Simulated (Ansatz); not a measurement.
A periodic structure is given below.

```
Ga
1.0
     4.46682    0.00000    0.00000
     0.00000    7.60166    0.00000
     0.00000    0.00000    4.48988
Ga
8
Direct
  0.50000 0.15604 0.58211
  0.50000 0.84396 0.41789
  0.50000 0.65604 0.91789
  0.50000 0.34396 0.08211
  0.00000 0.65604 0.58211
  0.00000 0.34396 0.41789
  0.00000 0.15604 0.91789
  0.00000 0.84396 0.08211
```

### What crystal do these data define?

The element is gallium. Space group: Cmce (No. 64). Lattice: base-centred orthorhombic. The cell holds eight atoms. By contacts within bonding range, the coordination numbers are Ga 7.

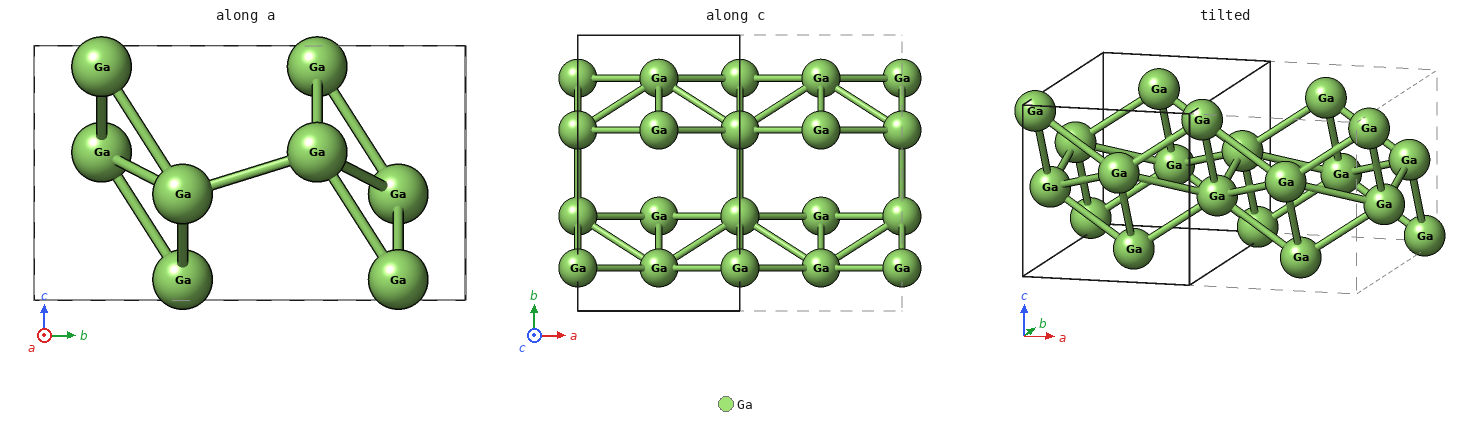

This ball-and-stick model is shown along the a axis, along the c axis and slightly off an axis. One conventional unit cell is drawn solid; the view covers 2×1×1 cells.

Starting structure: a structure type known for this element. Atoms and cell were optimised with DFT PBEsol, scalar-relativistic, plane waves, PAW (Ansatz 0.2.0).
